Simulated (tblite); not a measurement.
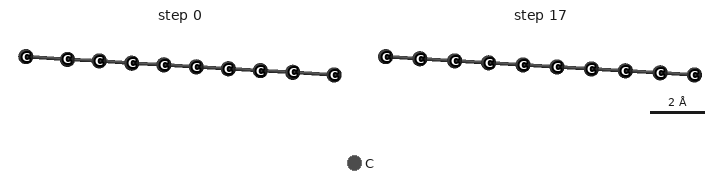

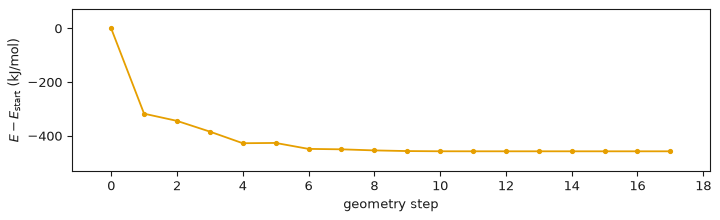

First and last geometry of a relaxation of C₁₀ (multiplicity 3), with the history of the run. The picture is a ball-and-stick view, seen at a tilt.

Theory: GFN2-xTB geometry optimisation, gas phase (tblite 0.8.0). 

What do the curves and the structures tell?

Answer. It converged. The atom that moves furthest after the best rigid fit is a C atom (0.28 Å). Among the contacts that change: C–C 1.551 → 1.276 Å, C–C 1.188 → 1.297 Å, C–C 1.195 → 1.283 Å, C–C 1.192 → 1.265 Å. The energy falls by 457.2 kJ/mol in 17 geometry steps. Cost: 0.09 s on 1 thread of Arm Neoverse V2, on a shared host.
